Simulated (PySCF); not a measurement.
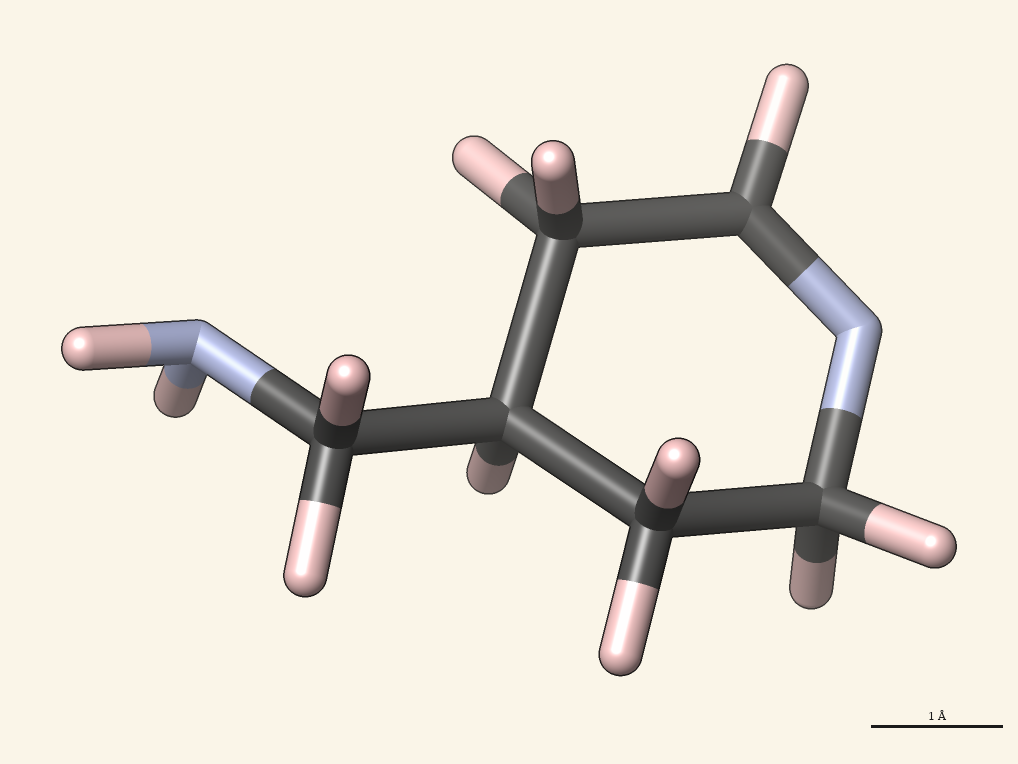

Rendered structure (stick style). Every bond is drawn as one stick, whatever its order. Colours: nitrogen light blue, carbon dark grey, hydrogen pink.

The computed structure is the end point of a GFN2-xTB optimisation. No frequency run is at hand to confirm it as a minimum.

Which formula does it have?

C₆H₁₂N₂, 20 atoms: 6 carbon, 12 hydrogen and 2 nitrogen.

Count the bonded pairs by element.

10 C–H, 5 C–C, 3 C–N, 2 N–H.

Which point group does it belong to?

C1.

The parts below concern this one geometry. Atoms keep their numbers from picture to picture.

### Polarisability

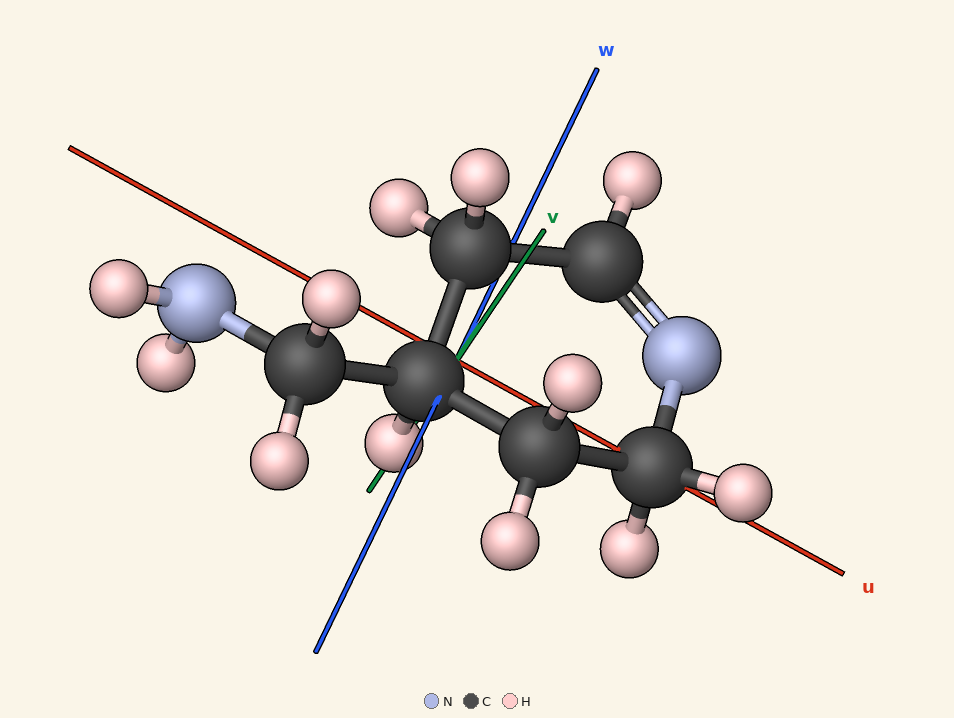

The lines u, v and w are the principal axes of the static dipole polarisability. No frequency run is at hand to confirm it as a minimum. Level of theory: PBE0/def2-SVPD (PySCF 2.14.0).

Along which axis is the molecule most polarisable, and along which least?

Most along u, least along v.

Give the three principal values.

u 97.4, v 69.0, w 86.6 bohr³; mean 84.4, anisotropy 24.8 bohr³.

### Charges

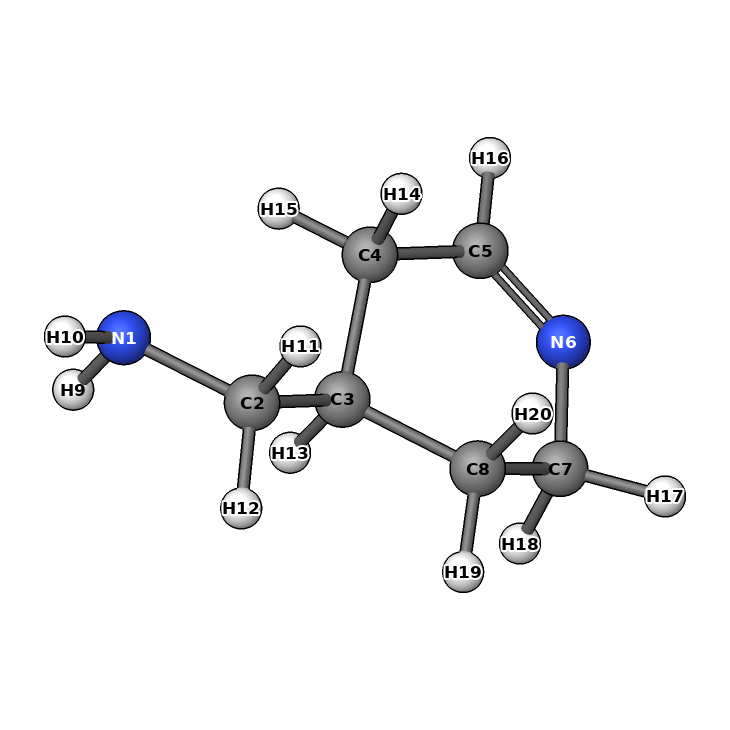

The questions are on Mulliken charges. No frequency run is at hand to confirm it as a minimum. Level of theory: PBE0/pcSseg-1, gas phase (PySCF 2.14.0).

List the Mulliken charges.

```
atom  value (e)
  N1      −0.45
  C2       0.02
  C3      −0.40
  C4      −0.14
  C5       0.07
  N6      −0.42
  C7       0.02
  C8      −0.21
  H9       0.17
 H10       0.17
 H11       0.11
 H12       0.10
 H13       0.11
 H14       0.13
 H15       0.14
 H16       0.10
 H17       0.12
 H18       0.12
 H19       0.12
 H20       0.12
```

### Quadrupole coupling

No frequency run is at hand to confirm it as a minimum. Electric field gradients from the ground-state density, PBE0/pcSseg-1 (PySCF 2.14.0), non-relativistic apart from any core potentials.

Give the largest field-gradient component, the quadrupole coupling constant and the asymmetry for 14N at N1 (Q = 20.44 mb), 14N at N6 (Q = 20.44 mb).

```
atom  V_zz (a.u.)  e²qQ/h (MHz)     η
  N1       −1.160         −5.57  0.11
  N6       −1.111         −5.34  0.33
```

### Ring current

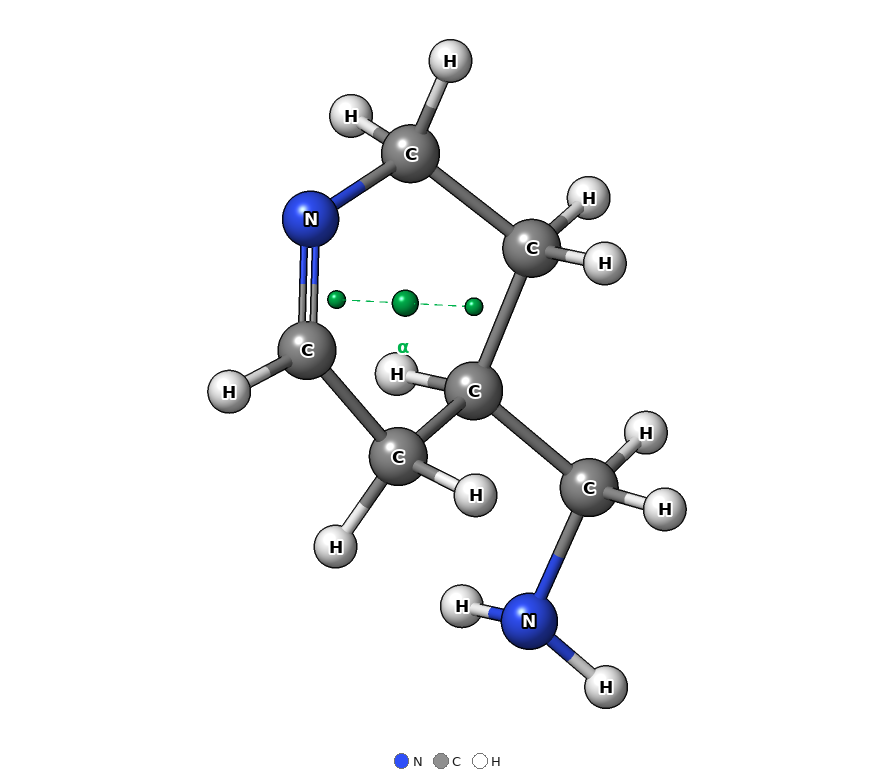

The small points mark where nucleus-independent chemical shifts (NICS) were computed: at the centre of each lettered ring and 1 Å above and below it. No frequency run is at hand to confirm it as a minimum. Method: GIAO PBE0/pcSseg-1 NMR shielding, non-relativistic, gas phase (PySCF 2.14.0).

Give NICS(0), NICS(1) and the out-of-plane component NICS(1)zz for each ring (means of the two sides).

```csv
ring,members,NICS(0),NICS(1),NICS(1)zz
α,C5N,0.6,−2.0,1.8
```

Values in ppm.

What do the values say about the ring currents?

Ring α: weak, as in a non-aromatic ring. NICS is one index among several.

Mulliken values depend strongly on the basis set and can even reverse the polarity of a bond.
